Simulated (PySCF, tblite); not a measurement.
# C5H6O2: a rotation path, then NMR shifts on frames, part 2 of 2

tblite 0.8.0 and PySCF 2.14.0. Atoms count from 0. Earlier steps stand in the parts before.

## (5) Nuclear shieldings: image 4, PBE0/pcSseg-1

What the job is given:

```
{"job": {"kind": "nmr", "xc": "PBE0", "basis": "pcSseg-1", "pop": false}, "charge": 0, "multiplicity": 1}
C     -2.125000     0.275500     0.146900
O     -1.189500     0.085800    -0.895700
C      0.090600    -0.117100    -0.454100
C      1.053100     0.880000    -0.122800
C      2.176100     0.197900     0.221800
O      1.979000    -1.127100     0.137100
C      0.712200    -1.318200    -0.265800
H     -2.243600    -0.637600     0.741200
H     -1.821900     1.093500     0.808500
H     -3.070000     0.522900    -0.332300
H      0.918300     1.941500    -0.148100
H      3.144900     0.529200     0.539700
H      0.371400    -2.325900    -0.394200
```

Method: GIAO PBE0/pcSseg-1 NMR shielding, non-relativistic, gas phase.

What it wrote:

```text
coarse grid: 11328 points
cycle   1  E = -343.9850781226  dE =  1.367e+00  |g| = 5.698e-01  |ddm| = 3.339e+00
cycle   2  E = -343.9474068895  dE =  3.767e-02  |g| = 7.503e-01  |ddm| = 1.119e+00
cycle   3  E = -344.0446007588  dE = -9.719e-02  |g| = 9.017e-02  |ddm| = 6.888e-01
cycle   4  E = -344.0459179596  dE = -1.317e-03  |g| = 3.450e-02  |ddm| = 7.831e-02
cycle   5  E = -344.0461587384  dE = -2.408e-04  |g| = 1.294e-02  |ddm| = 3.454e-02
cycle   6  E = -344.0461925323  dE = -3.379e-05  |g| = 5.016e-03  |ddm| = 1.409e-02
cycle   7  E = -344.0461978232  dE = -5.291e-06  |g| = 1.008e-03  |ddm| = 4.277e-03
final grid: 110688 points
cycle   8  E = -344.1082768592  dE = -1.914e-05  |g| = 1.339e-02  |ddm| = 2.699e-02
cycle   9  E = -344.1082327376  dE =  4.412e-05  |g| = 2.073e-02  |ddm| = 2.069e-02
cycle  10  E = -344.1083082776  dE = -7.554e-05  |g| = 1.923e-03  |ddm| = 1.365e-02
cycle  11  E = -344.1083090718  dE = -7.943e-07  |g| = 4.084e-04  |ddm| = 1.597e-03
cycle  12  E = -344.1083091036  dE = -3.178e-08  |g| = 1.359e-04  |ddm| = 4.907e-04
cycle  13  E = -344.1083091077  dE = -4.060e-09  |g| = 1.932e-05  |ddm| = 1.387e-04
cycle  14  E = -344.1083091077  dE = -6.082e-11  |g| = 1.030e-05  |ddm| = 2.379e-05
converged SCF energy = -344.1083091077

GIAO shielding tensors (ppm)
atom      isotropic    diamagn.    paramagn.     s11        s22        s33       span
  0 C      119.933     244.998    -125.065     86.269     92.534    180.995     94.726
  1 O      299.608     396.759     -97.151    242.476    286.680    369.670    127.194
  2 C       26.994     250.583    -223.589    -37.337     24.439     93.880    131.217
  3 C       73.439     254.655    -181.217     -6.885     67.700    159.501    166.386
  4 C       40.850     254.059    -213.209    -35.080     46.838    110.792    145.871
  5 O       55.338     396.714    -341.376    -92.419    -20.654    279.087    371.506
  6 C       48.835     255.860    -207.025    -19.555     50.245    115.815    135.370
  7 H       28.087      29.657      -1.570     24.229     26.344     33.688      9.460
  8 H       27.958      30.015      -2.057     24.091     26.379     33.404      9.313
  9 H       27.517      28.418      -0.901     24.347     24.587     33.619      9.272
 10 H       25.139      32.037      -6.898     23.455     25.016     26.945      3.490
 11 H       24.358      29.789      -5.432     21.490     25.439     26.143      4.653
 12 H       24.245      31.533      -7.287     21.721     24.414     26.602      4.881
```

Run time: 12 s. Hardware: 1 thread of Intel Xeon Platinum 8559C, shared host; peak memory 0.72 GiB.

In short: δ C2 159.9, C4 146.1, C6 138.1, C3 113.5, H12 7.47, H11 7.36 ppm.

## (6) Shielding tensors: image 6, PBE0/pcSseg-1

What the job is given:

```
{"job": {"kind": "nmr", "xc": "PBE0", "basis": "pcSseg-1", "pop": false}, "charge": 0, "multiplicity": 1}
C     -2.090100     0.445600     0.131200
O     -1.268300    -0.327200    -0.717400
C      0.050600    -0.338600    -0.378400
C      0.870000     0.727000     0.094200
C      2.107800     0.188800     0.255200
O      2.118700    -1.107100    -0.082300
C      0.867200    -1.430600    -0.459600
H     -2.132600     0.005200     1.133600
H     -1.735700     1.476100     0.208000
H     -3.083600     0.435700    -0.311800
H      0.591200     1.743900     0.279100
H      3.025900     0.615800     0.607400
H      0.674500    -2.434200    -0.777000
```

Level: GIAO PBE0/pcSseg-1 NMR shielding, non-relativistic, gas phase.

What it wrote:

```text
coarse grid: 11328 points
cycle   1  E = -343.9867244368  dE =  1.382e+00  |g| = 5.645e-01  |ddm| = 3.344e+00
cycle   2  E = -343.9490549783  dE =  3.767e-02  |g| = 7.473e-01  |ddm| = 1.074e+00
cycle   3  E = -344.0448742744  dE = -9.582e-02  |g| = 9.883e-02  |ddm| = 6.589e-01
cycle   4  E = -344.0464908952  dE = -1.617e-03  |g| = 3.714e-02  |ddm| = 8.589e-02
cycle   5  E = -344.0467725913  dE = -2.817e-04  |g| = 1.374e-02  |ddm| = 3.739e-02
cycle   6  E = -344.0468110090  dE = -3.842e-05  |g| = 5.167e-03  |ddm| = 1.501e-02
cycle   7  E = -344.0468165748  dE = -5.566e-06  |g| = 1.053e-03  |ddm| = 4.540e-03
final grid: 110688 points
cycle   8  E = -344.1092310663  dE = -1.959e-05  |g| = 1.327e-02  |ddm| = 2.496e-02
cycle   9  E = -344.1091851835  dE =  4.588e-05  |g| = 2.086e-02  |ddm| = 2.051e-02
cycle  10  E = -344.1092619823  dE = -7.680e-05  |g| = 1.873e-03  |ddm| = 1.362e-02
cycle  11  E = -344.1092627529  dE = -7.706e-07  |g| = 4.108e-04  |ddm| = 1.627e-03
cycle  12  E = -344.1092627846  dE = -3.176e-08  |g| = 1.430e-04  |ddm| = 4.910e-04
cycle  13  E = -344.1092627891  dE = -4.420e-09  |g| = 2.070e-05  |ddm| = 1.385e-04
cycle  14  E = -344.1092627891  dE = -6.401e-11  |g| = 1.088e-05  |ddm| = 2.372e-05
converged SCF energy = -344.1092627891

GIAO shielding tensors (ppm)
atom      isotropic    diamagn.    paramagn.     s11        s22        s33       span
  0 C      126.197     245.439    -119.242     96.803    100.260    181.528     84.725
  1 O      287.401     396.168    -108.767    202.622    309.005    350.576    147.954
  2 C       28.511     251.622    -223.111    -32.707     26.583     91.657    124.364
  3 C       79.589     256.874    -177.285     -3.889     71.514    171.141    175.030
  4 C       40.996     254.004    -213.008    -33.232     46.250    109.971    143.203
  5 O       61.255     396.568    -335.312    -86.038    -13.111    282.916    368.954
  6 C       52.541     254.336    -201.795     -9.070     54.160    112.533    121.602
  7 H       28.078      29.521      -1.443     24.583     25.801     33.850      9.267
  8 H       27.710      30.319      -2.608     23.417     26.674     33.040      9.623
  9 H       27.633      28.320      -0.686     23.779     25.564     33.557      9.778
 10 H       25.104      32.507      -7.403     22.707     24.926     27.680      4.973
 11 H       24.384      29.981      -5.596     21.489     25.440     26.223      4.734
 12 H       24.300      31.167      -6.867     21.609     24.910     26.380      4.771
```

Wall time 12 s (1 thread of Intel Xeon Platinum 8559C, shared host); peak memory 0.91 GiB.

Key values: δ C2 158.4, C4 145.9, C6 134.4, C3 107.3, H12 7.42, H11 7.33 ppm.

## (7) Nuclear shieldings: image 8, PBE0/pcSseg-1

What the job is given:

```
{"job": {"kind": "nmr", "xc": "PBE0", "basis": "pcSseg-1", "pop": false}, "charge": 0, "multiplicity": 1}
C     -2.074900     0.535000     0.059600
O     -1.318100    -0.570200    -0.376400
C      0.026100    -0.469600    -0.213500
C      0.795400     0.581700     0.358300
C      2.091500     0.173500     0.271600
O      2.179900    -1.031600    -0.301300
C      0.925200    -1.426200    -0.598100
H     -1.951700     0.705900     1.134000
H     -1.802500     1.444900    -0.485100
H     -3.113800     0.286700    -0.149300
H      0.442700     1.502700     0.774200
H      3.004600     0.645500     0.575800
H      0.791300    -2.377800    -1.067500
```

Level: GIAO PBE0/pcSseg-1 NMR shielding, non-relativistic, gas phase.

What it wrote:

```text
coarse grid: 11328 points
cycle   1  E = -343.9885867038  dE =  1.387e+00  |g| = 5.600e-01  |ddm| = 3.349e+00
cycle   2  E = -343.9500300697  dE =  3.856e-02  |g| = 7.471e-01  |ddm| = 1.052e+00
cycle   3  E = -344.0456492699  dE = -9.562e-02  |g| = 1.030e-01  |ddm| = 6.413e-01
cycle   4  E = -344.0474299695  dE = -1.781e-03  |g| = 3.842e-02  |ddm| = 8.822e-02
cycle   5  E = -344.0477340408  dE = -3.041e-04  |g| = 1.378e-02  |ddm| = 3.830e-02
cycle   6  E = -344.0477721634  dE = -3.812e-05  |g| = 5.254e-03  |ddm| = 1.488e-02
cycle   7  E = -344.0477778692  dE = -5.706e-06  |g| = 1.065e-03  |ddm| = 4.617e-03
final grid: 110688 points
cycle   8  E = -344.1105738833  dE = -2.253e-05  |g| = 1.371e-02  |ddm| = 2.911e-02
cycle   9  E = -344.1105251048  dE =  4.878e-05  |g| = 2.156e-02  |ddm| = 2.088e-02
cycle  10  E = -344.1106069079  dE = -8.180e-05  |g| = 1.843e-03  |ddm| = 1.394e-02
cycle  11  E = -344.1106076545  dE = -7.466e-07  |g| = 4.153e-04  |ddm| = 1.610e-03
cycle  12  E = -344.1106076857  dE = -3.125e-08  |g| = 1.648e-04  |ddm| = 4.930e-04
cycle  13  E = -344.1106076916  dE = -5.824e-09  |g| = 2.234e-05  |ddm| = 1.592e-04
cycle  14  E = -344.1106076916  dE = -8.220e-11  |g| = 1.201e-05  |ddm| = 2.437e-05
converged SCF energy = -344.1106076916

GIAO shielding tensors (ppm)
atom      isotropic    diamagn.    paramagn.     s11        s22        s33       span
  0 C      128.625     245.512    -116.887    101.895    103.063    180.916     79.020
  1 O      276.484     395.791    -119.307    191.147    312.982    325.324    134.177
  2 C       28.766     252.948    -224.182    -30.832     24.414     92.715    123.547
  3 C       82.451     257.554    -175.103     -1.288     80.493    168.148    169.436
  4 C       41.579     253.739    -212.160    -31.307     45.337    110.707    142.014
  5 O       56.377     396.319    -339.942    -91.457    -18.832    279.420    370.877
  6 C       55.647     252.702    -197.055     -1.453     55.796    112.599    114.052
  7 H       27.916      29.878      -1.963     24.722     25.516     33.509      8.786
  8 H       27.941      29.868      -1.927     24.810     25.475     33.539      8.730
  9 H       27.534      28.077      -0.542     23.263     25.897     33.443     10.181
 10 H       25.364      32.973      -7.609     23.061     25.173     27.859      4.797
 11 H       24.402      30.016      -5.614     21.443     25.451     26.313      4.870
 12 H       24.327      30.887      -6.560     21.397     25.143     26.441      5.044
```

It took 12 s on 1 thread of Intel Xeon Platinum 8559C, shared host; peak memory 0.73 GiB.

Key values: δ C2 158.2, C4 145.3, C6 131.3, C3 104.5, H12 7.39, H11 7.31 ppm.

## (8) Side by side: NMR shifts

Shifts (ppm) of some atoms, chosen among heavy atoms and hydrogens apart, with basis size and wall time:

| frame | C6 | C3 | C0 | H12 | H8 | O5 | O1 | functions | time |
| --- | --- | --- | --- | --- | --- | --- | --- | --- | --- |
| image 0 | 125.2 | 110.8 | 58.4 | 7.00 | 3.60 | 270.2 | 74.2 | 149 | 13 s |
| image 2 | 133.3 | 113.5 | 62.8 | 7.43 | 3.74 | 277.9 | 47.5 | 149 | 12 s |
| image 4 | 138.1 | 113.5 | 67.0 | 7.47 | 3.76 | 280.7 | 36.5 | 149 | 12 s |
| image 6 | 134.4 | 107.3 | 60.7 | 7.42 | 4.01 | 274.8 | 48.7 | 149 | 12 s |
| image 8 | 131.3 | 104.5 | 58.3 | 7.39 | 3.78 | 279.7 | 59.6 | 149 | 12 s |

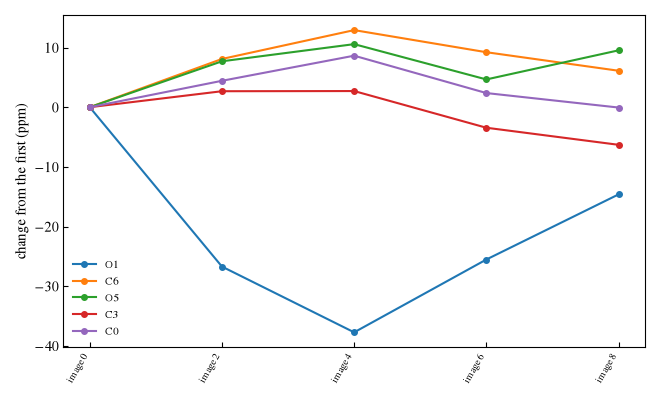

How five of the tabulated atoms move from run to run.

## (9) Summary of results

The summary covers parts 1 to 2.

| quantity | value |
| --- | --- |
| barrier | 0.172 eV (4.0 kcal/mol) at image 4 |
| end to end (GFN2-xTB) | 0.037 eV |
| 13C shifts against TMS (PBE0/pcSseg-1, image 0) | 159.6, 146.6, 125.2, 110.8, 58.4 ppm |
| 1H shifts against TMS (PBE0/pcSseg-1, image 0) | 7.33, 7.00, 6.45, 4.24, 3.65, 3.60 ppm |
| 17O shifts against H2O (PBE0/pcSseg-1, image 0) | 270.2, 74.2 ppm |
| range of the shift of O1 | 36.5 to 74.2 ppm |

In words: Along the band the dihedral turns by 179°, and the top (dihedral 96°) lies 4.0 kcal/mol above the start (GFN2-xTB, rough), so at room temperature this motion is fast. Ends this close can change order at a higher level. The top was not checked by a frequency run. Shifts at one fixed geometry are not the observed spectrum, which averages over the motion. In the first frame run (image 0): The largest span, 348 ppm, is at O5, where the paramagnetic term is -331 ppm. NICS(1)zz of -25 ppm above the planar ring from C2 marks a diatropic (aromatic) ring current. In ppm, O1 moves most: its shift spreads over 37.7 ppm, from 36.5 (image 4) to 74.2 (image 0).
